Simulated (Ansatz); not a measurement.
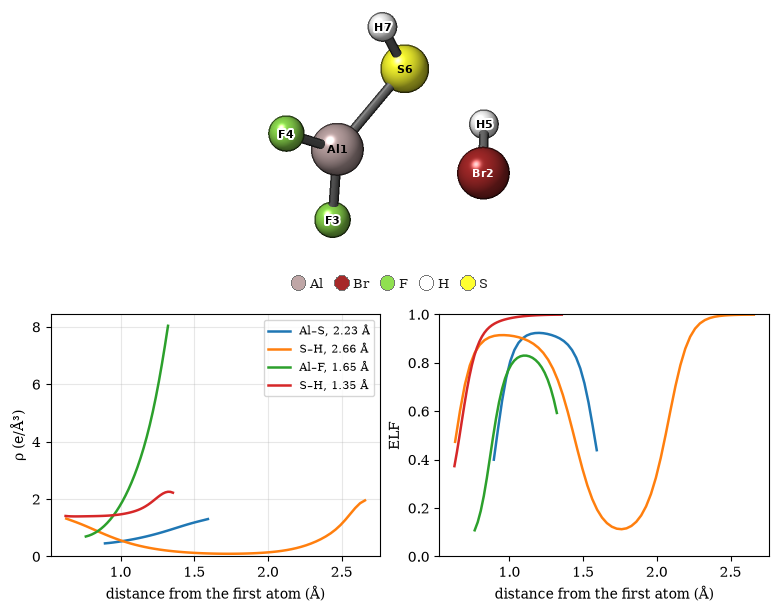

AlF2HS···HBr. Total electron density and ELF along straight lines between neighbouring atoms. The curves leave out the atomic cores. The structure is drawn too.

Not at a stationary point (largest force 1.0 eV/Å).

These are results of RKS PBE0-D4/def2-SVP (Ansatz 0.2.0), not measurements.

Input file:

```
crystal:
  periodic: [false, false, false]
  atoms:
    - { symbol: Al, position_ang: [-1.0133, -0.2326, -0.2481] }
    - { symbol: Br, position_ang: [0.806, -2.1283, 0.757] }
    - { symbol: F, position_ang: [-1.7962, -0.7657, -1.5832] }
    - { symbol: F, position_ang: [-1.6321, 0.5053, 1.0814] }
    - { symbol: H, position_ang: [1.5021, -0.3621, 0.1516] }
    - { symbol: S, position_ang: [1.1668, 1.1933, -0.667] }
    - { symbol: H, position_ang: [0.9667, 1.7901, 0.5084] }
basis:
  gaussian: { orbitals: def2-SVP }
hamiltonian:
  xc: pbe0
  dispersion: d4
relax:
  f_tol: 0.15
  max_steps: 25
  restrain:
    - { distance: [0, 5], at: 2.26, k: 30.0 }
    - { distance: [4, 1], at: 1.51, k: 30.0 }
    - { distance: [0, 1], at: 3.71, k: 30.0 }
    - { distance: [4, 5], at: 2.66, k: 30.0 }
output:
  orbitals: {}
```

Command:

```sh
ansatz run input.yaml --threads 2 --pin off --max-ram 3072MiB --backend cpu --events-out ev --progress --plain --runs-dir out
```

The fields are those of the run's last geometry, not of the input's.

> What can be read from the curves?

Al–S (2.23 Å): ρ is about 0.63 e/Å³ halfway; the ELF peaks at about 0.90 in the valence shell of S, 1.0 Å from its nucleus, and is about 0.90 at the midpoint.
S6···H5 (2.66 Å): the density falls to about 0.1 e/Å³ on the way; the ELF dips to about 0.10 between them; a weak contact between the two molecules.
Al–F (1.65 Å): ρ at the midpoint is about 0.82 e/Å³; the ELF peaks at about 0.85 in the valence shell of F, 0.6 Å from its nucleus, and is about 0.25 at the midpoint.
S–H (1.35 Å): ρ at the midpoint is about 1.4 e/Å³; the ELF climbs to about 1 towards the hydrogen, as it does in any bond to H.
